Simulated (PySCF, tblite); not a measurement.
# C₄H₅BO₃S: geometry, infrared bands and NMR shifts

Wanted: the infrared bands and NMR shifts of C₄H₅BO₃S (`OB(O)c1csc(O)c1`), by calculation.

Programs: tblite 0.8.0 and PySCF 2.14.0, with density-fitted response routines of our own. Each step states its level of theory. These are calculated values for one molecule in the gas phase, unless marked as measured. Atoms count from 0, in the outputs and in this text.

## (1) Starting geometry

14 atoms, charge 0, multiplicity 1; geometry from: force field or distance geometry start.

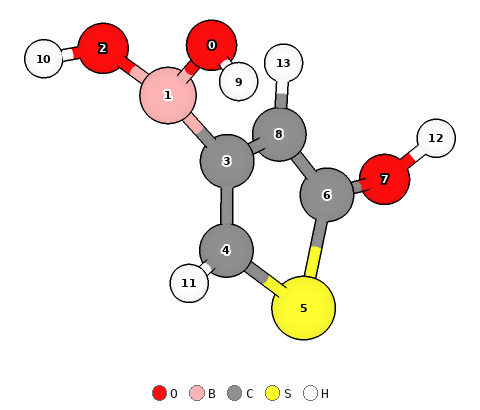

The starting geometry (oxygen red, boron pink, carbon grey, sulfur yellow, hydrogen white), atoms numbered.

## (2) Relaxing the molecule with GFN2-xTB

What the job is given:

```
{"job": {"kind": "relax", "xc": "GFN2-xTB", "basis": "xTB"}, "charge": 0, "multiplicity": 1}
O     -2.242800     1.348900     0.515400
B     -1.752700     0.138800    -0.122700
O     -2.137000    -0.067400    -1.519000
C     -0.246000    -0.287800     0.173600
C      0.024700    -1.283500     1.093700
S      1.909600    -1.529800     1.180600
C      2.048900    -0.146600    -0.121100
O      3.251700     0.324900    -0.638300
C      0.807300     0.281300    -0.433900
H     -2.242500     1.322200     1.508400
H     -2.937900    -0.644500    -1.553600
H     -0.677000    -1.845500     1.662400
H      3.523800     1.291600    -0.578400
H      0.669200     1.097000    -1.189300
```

On the command line:

```sh
> OMP_NUM_THREADS=1 python probes_run.py task.json out
```

One launch serves the whole session: the jobs run in the order shown.

**Question.** This job is followed by: GFN2-xTB harmonic vibrations, gas phase; GIAO PBE0/pcSseg-1 NMR shielding, non-relativistic, gas phase. What will the session give for the following? strongest single infrared mode (GFN2-xTB); zero-point energy (GFN2-xTB); 13C shifts against TMS (PBE0/pcSseg-1); 1H shifts against TMS (PBE0/pcSseg-1, means over atoms taken as alike); 17O shifts against H2O (PBE0/pcSseg-1, means over atoms taken as alike); 11B shifts against BF3·OEt2 (PBE0/pcSseg-1); 33S shifts against CS2 (PBE0/pcSseg-1); surface potential, least and greatest.

**Answer**, as computed:

| quantity | value |
| --- | --- |
| strongest single infrared mode (GFN2-xTB) | 1096 cm⁻¹, 362 km/mol |
| zero-point energy (GFN2-xTB) | 57.4 kcal/mol |
| 13C shifts against TMS (PBE0/pcSseg-1) | 173.1, 137.5, 126.6, 112.2 ppm |
| 1H shifts against TMS (PBE0/pcSseg-1, means over atoms taken as alike) | 6.59, 6.40, 4.50, 4.31 ppm |
| 17O shifts against H2O (PBE0/pcSseg-1, means over atoms taken as alike) | 110.4, 108.6 ppm |
| 11B shifts against BF3·OEt2 (PBE0/pcSseg-1) | 23.0 ppm |
| 33S shifts against CS2 (PBE0/pcSseg-1) | 206 ppm |
| surface potential, least and greatest | -1.11 V and 2.56 V |

What this shows: The optimisation took 112 steps and gained 2.477 eV; among the close pairs (by a distance rule), C4–S5 changed most, from 1.903 to 1.726 Å. All 36 modes are real, so the xTB geometry is a minimum. The strongest single mode, at 1096 cm⁻¹, is spread over several atoms, H12, O7, C8, C6 among them. Unscaled tight-binding wavenumbers are off by several per cent, some by more. Its intensities can rank the bands wrongly. At PBE0/pcSseg-1: Shielding is most anisotropic at S5 (span 195 ppm, paramagnetic term -758 ppm). NICS(1)zz of -21 ppm above the planar ring from C3 marks a diatropic (aromatic) ring current. At PBE0/pcSseg-1, counted by nearest atom on the grid, the HOMO lies on C4, C6 about 23 % each; C8 17 %, the LUMO on C4 25 %; C3 17 %.
